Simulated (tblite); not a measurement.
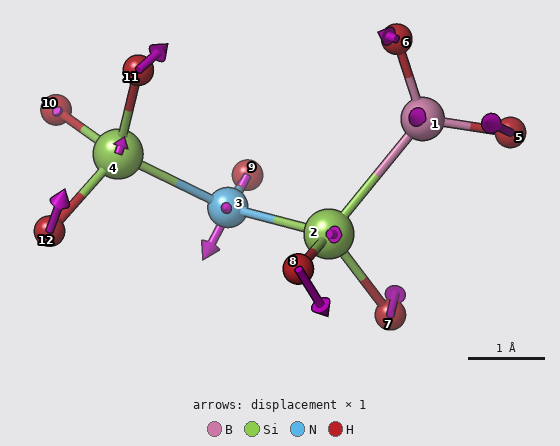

A relaxation of BSi2NH8. The starting structure is drawn; purple arrows show the displacements, at their true length. The two geometries are superimposed by the best rigid fit.

The picture is a ball-and-stick view, seen at a tilt.

Method: GFN2-xTB geometry optimisation, gas phase (tblite 0.8.0). 

**Atoms of which element are displaced furthest, and by how much?**

Hydrogen: up to 1.33 Å, against 0.36 Å for boron.

**What did the optimiser do to the structure, and how much energy did it gain?**

H9 moves most after the best rigid fit: 1.33 Å. Largest moves by element: H 1.33 Å, B 0.36 Å, Si 0.29 Å, N 0.13 Å. Near-neighbour distances that change, for instance: N3–Si4 1.765 → 1.729 Å, N3–H9 1.041 → 1.008 Å, Si4–H12 1.494 → 1.471 Å, Si2–H8 1.472 → 1.485 Å. Among the angles between lasting bonds that change: Si2–N3–Si4 116.8° → 130.2°, B1–Si2–H7 104.3° → 114.7°, N3–Si4–H11 114.4° → 107.3°. Groups turn about B1–Si2 by about 60°. After 115 geometry steps the energy has fallen by 8.50 kcal/mol.
